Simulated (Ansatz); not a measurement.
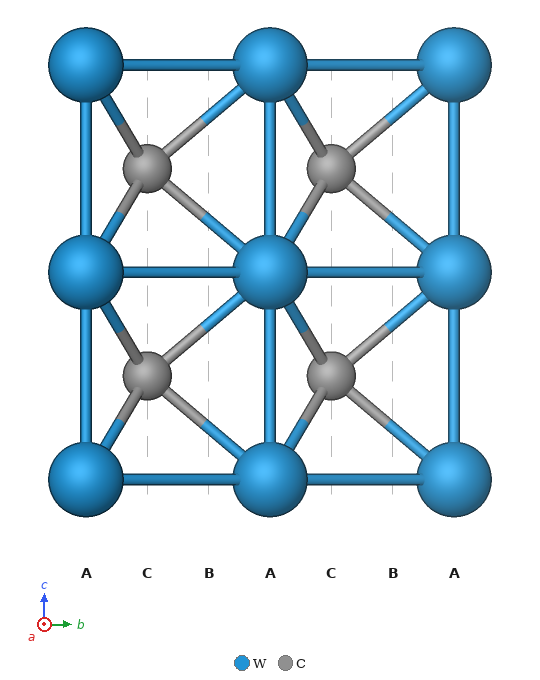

The picture looks along a close-packed row of the hexagonal mesh; c points upwards. The dashed lines mark the three columns A (0, 0), B (1/3, 2/3) and C (2/3, 1/3). The sequence starts with the first layer at or above the cell's origin.

System WC; source of the atomic positions: a calculation's input that goes back to an entry of the Crystallography Open Database (an earlier step may have relaxed or displaced it).

Q: Read off the stacking sequence over one period.

A: W(A) – C(C) (two layers in 2.83 Å).
